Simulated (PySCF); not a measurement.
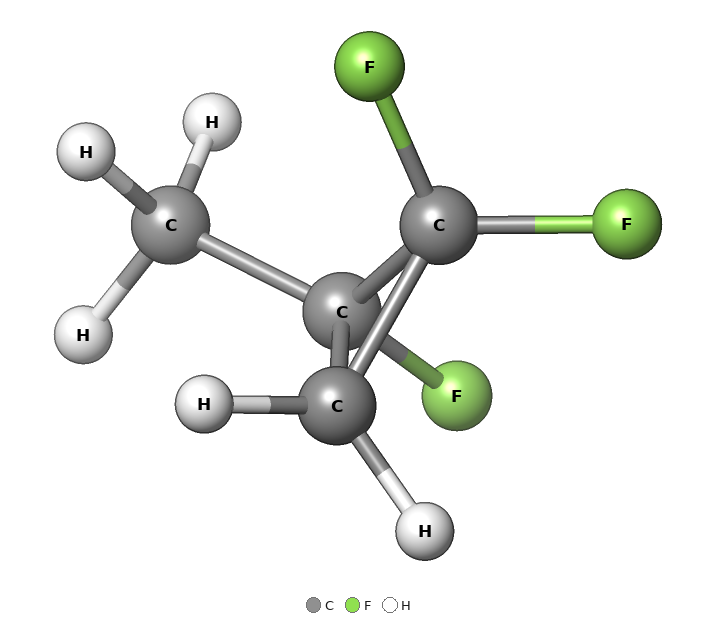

Rendered structure (ball-and-stick style). Every bond is drawn as one stick, whatever its order.

The computed structure is the end point of a PBE0-D3(BJ)/def2-SVP optimisation. No frequency run is at hand to confirm it as a minimum.

> What is the molecular formula?

C4H5F3, 12 atoms: 4 carbon, 5 hydrogen and 3 fluorine.

> Count the bonded pairs by element.

5 C–H, 4 C–C, 3 C–F.

> Name functional groups in it.

Among them: C–F bond.

> Give a SMILES string for it.

C[C@]1(F)CC1(F)F

> Which point group does it belong to?

C1.

The parts below concern this one geometry. Atoms keep their numbers from picture to picture.

**Geometry**

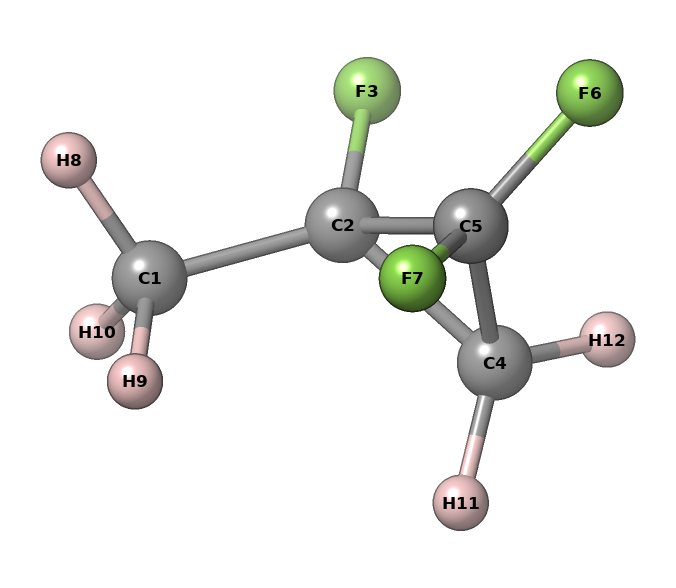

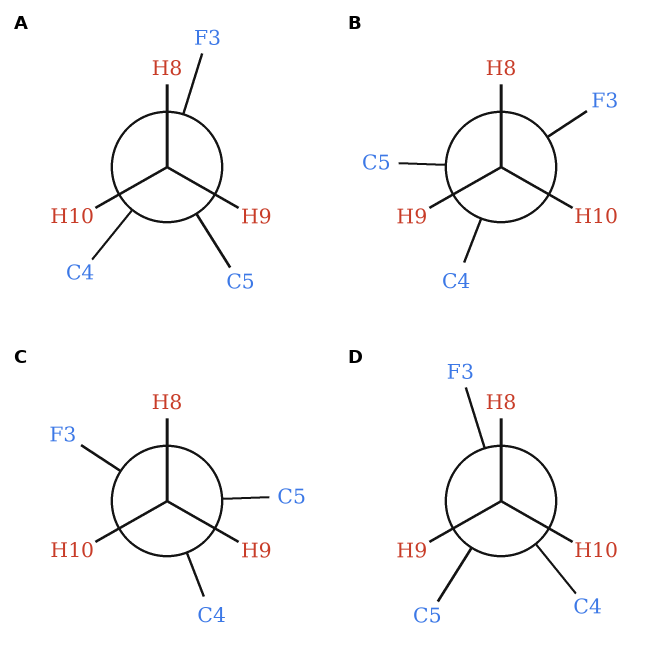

Distant atoms are faded towards the background colour. Bonds that would overlap in a projection are set slightly apart. No frequency run is at hand to confirm it as a minimum.

> Which Newman projection shows the view along C1–C2, with C1 in front?

C. The torsion angle H8–C1–C2–F3 is −57°, synclinal (gauche).

**Spin–spin coupling**

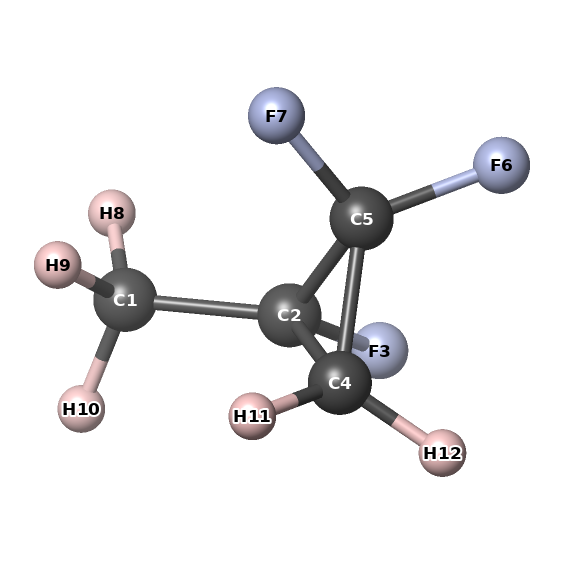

No frequency run is at hand to confirm it as a minimum. Level of theory: B3LYP/cc-pVTZ indirect spin-spin coupling, non-relativistic, gas phase (PySCF 2.14.0). Isotopes: 13C, 19F, 1H.

Give the spin–spin coupling constants of these pairs, with the number of bonds between them: C5/F6, C1/F3, F3/H8, F3/H10, F3/F6, F3/H11.

```tsv
pair	bonds apart	J (Hz)
C5, F6	1	−340.0
C1, F3	2	16.4
F3, H8	3	4.2
F3, H10	3	2.1
F3, F6	3	−1.3
F3, H11	3	7.0
```

Density functionals are unreliable for couplings to fluorine, so those rows may be far off.

**Levels of theory compared**

No frequency run is at hand to confirm it as a minimum. Program: PySCF 2.14.0.

At this fixed geometry, give HOMO energy (eV) at these levels: B3LYP/6-31G*; B3LYP/cc-pVTZ; B3LYP/def2-TZVP; B3LYP/pcJ-0; BHandHLYP/pcJ-1; CAM-B3LYP/pcJ-1.

```json
{"level": "B3LYP/6-31G*", "HOMO energy (eV)": "−7.45"}
{"level": "B3LYP/cc-pVTZ", "HOMO energy (eV)": "−7.87"}
{"level": "B3LYP/def2-TZVP", "HOMO energy (eV)": "−7.94"}
{"level": "B3LYP/pcJ-0", "HOMO energy (eV)": "−8.04"}
{"level": "BHandHLYP/pcJ-1", "HOMO energy (eV)": "−9.67"}
{"level": "CAM-B3LYP/pcJ-1", "HOMO energy (eV)": "−9.61"}
```

**Dipole moment**

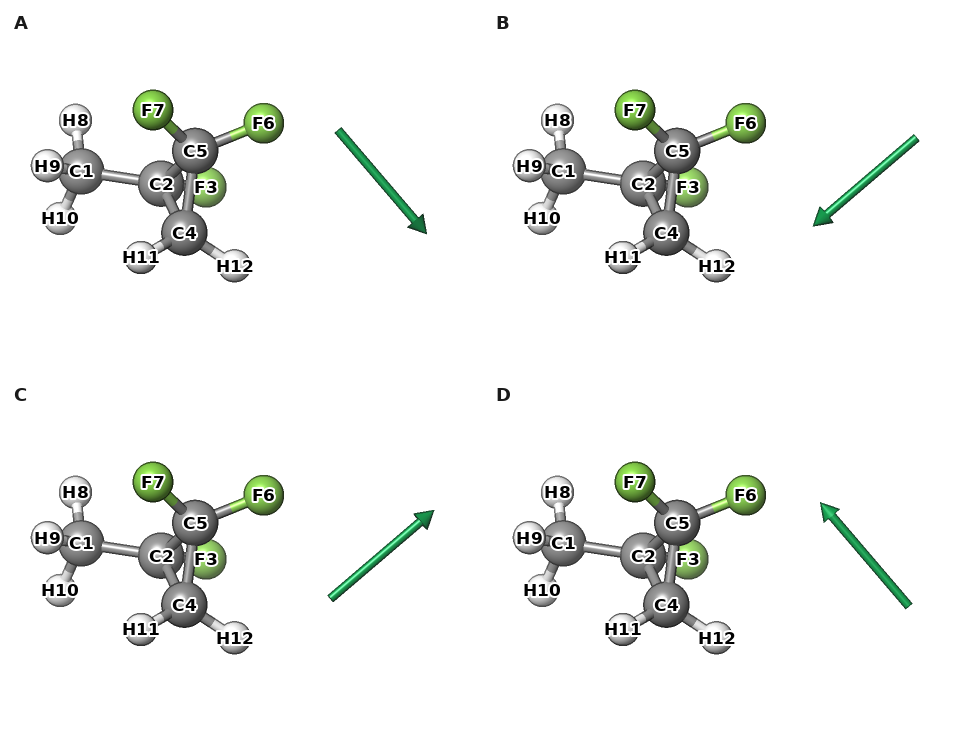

The same molecule four times, each with an arrow. No frequency run is at hand to confirm it as a minimum. Level of theory: B3LYP/6-31G*, gas phase (PySCF 2.14.0).

> Which arrow points along the dipole moment, from the negative to the positive end?

B. The dipole moment is 2.04 D; it points from the side of F6 to the side of H10 (the outermost atoms at the two ends).
